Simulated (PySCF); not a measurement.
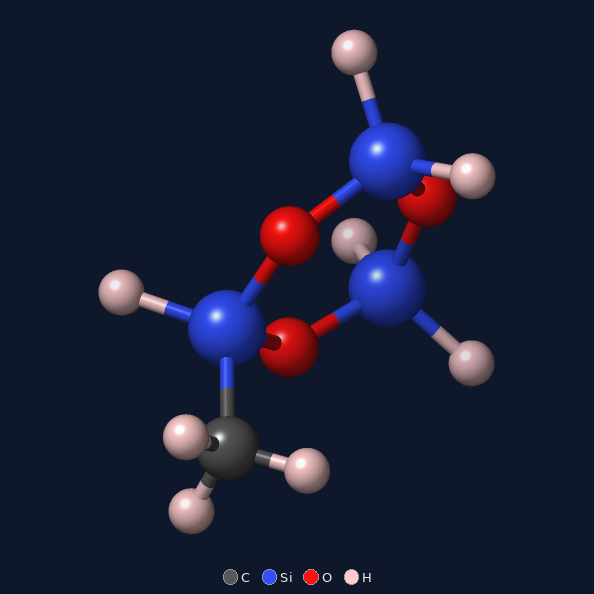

Every bond is drawn as one stick, whatever its order.

Count the atoms of each element.

Answer. CH8O3Si3, 15 atoms: 1 carbon, 8 hydrogen, 3 oxygen and 3 silicon.

Name some functional groups or characteristic bonds that it holds.

Answer. Among them: Si–H bond, Si–O bond.

Write the SMILES.

Answer. C[SiH]1O[SiH2]O[SiH2]O1

Does it have rings?

Answer. Independent rings (smallest set): 1 of 6 members.

The parts below concern this one geometry. Atoms keep their numbers from picture to picture. The geometry was computed by an optimisation with PBE0-D3(BJ)/def2-SVP. No frequency run is at hand to confirm it as a minimum.

### Electronic properties

No frequency run is at hand to confirm it as a minimum. Level of theory: CAM-B3LYP/def2-SVPD, gas phase (PySCF 2.14.0). Excitations: vertical, linear response.

Give the brightest of the 6 lowest singlets at this level.

Answer. 8.33 eV.

What is the LUMO energy (Kohn–Sham orbital)?

Answer. 0.98 eV.

Estimate the HOMO energy (Kohn–Sham orbital).

Answer. −9.63 eV.

What is the mean static polarisability?

Answer. 88.6 bohr³.

### NMR shielding

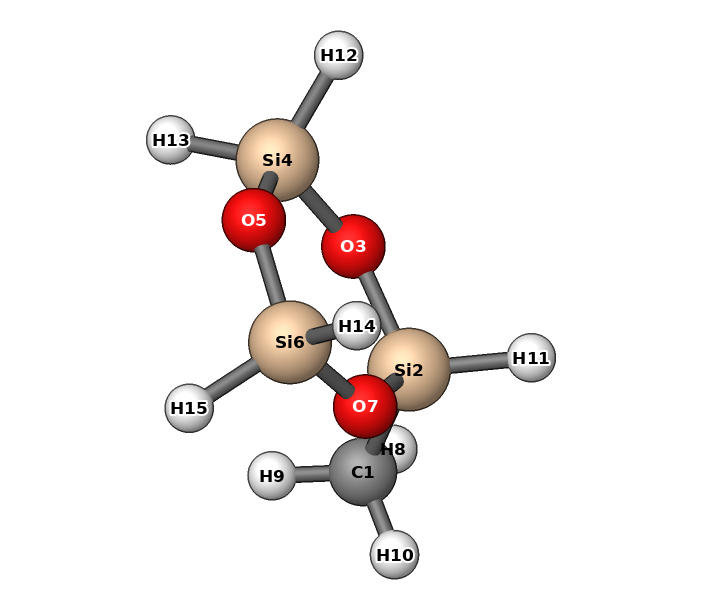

No frequency run is at hand to confirm it as a minimum. Level of theory: GIAO PBE0/pcSseg-1 NMR shielding, non-relativistic, IEF-PCM dichloromethane (PySCF 2.14.0). Principal shieldings σ11 ≤ σ22 ≤ σ33, span Ω = σ33 − σ11, skew κ = 3(σiso − σ22)/Ω.

Which Si atom has the most anisotropic shielding?

Answer. Si2, with a span of 103 ppm.

Give the shielding tensors of the Si atoms.

```json
{"atom": "Si2", "σ11": "319.0", "σ22": "353.6", "σ33": "422.2", "σiso": "364.9", "Ω": "103.2", "κ": "0.33"}
{"atom": "Si4", "σ11": "357.0", "σ22": "394.1", "σ33": "404.0", "σiso": "385.0", "Ω": "47.0", "κ": "−0.58"}
{"atom": "Si6", "σ11": "357.1", "σ22": "393.9", "σ33": "404.0", "σiso": "385.0", "Ω": "46.9", "κ": "−0.57"}
```

Shieldings and span in ppm.

### Charges

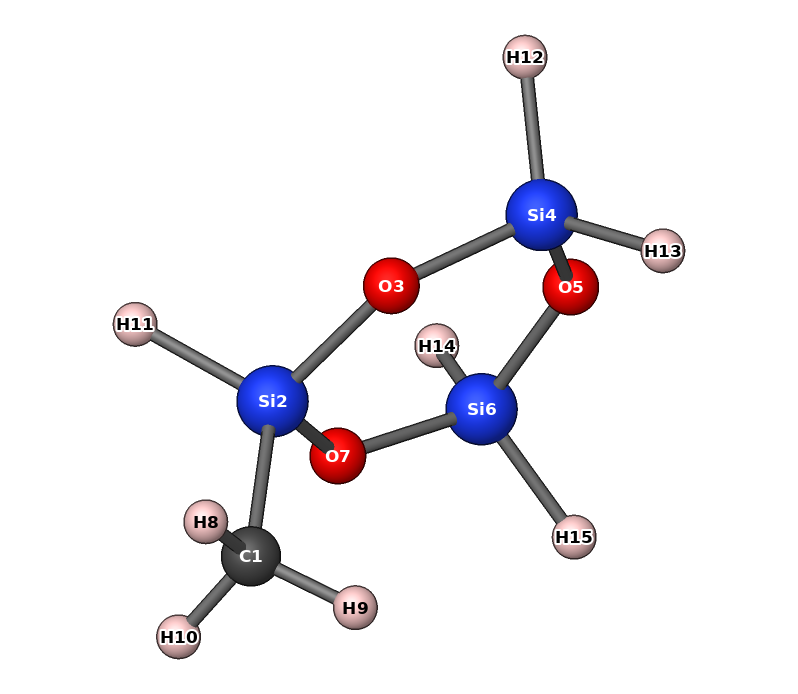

The questions are on IAO charges. No frequency run is at hand to confirm it as a minimum. Properties computed with PBE0/pcSseg-1 in dichloromethane (IEF-PCM) (PySCF 2.14.0).

Which atom carries the highest charge (most positive or least negative)?

Answer. Si2 (1.32 e).

And the lowest?

Answer. O5 (−0.89 e).

Give the IAO charges atom by atom.

| atom | value (e) |
| --- | --- |
| C1 | −0.76 |
| Si2 | 1.32 |
| O3 | −0.88 |
| Si4 | 1.19 |
| O5 | −0.89 |
| Si6 | 1.19 |
| O7 | −0.88 |
| H8 | 0.17 |
| H9 | 0.16 |
| H10 | 0.17 |
| H11 | −0.17 |
| H12 | −0.16 |
| H13 | −0.15 |
| H14 | −0.16 |
| H15 | −0.16 |
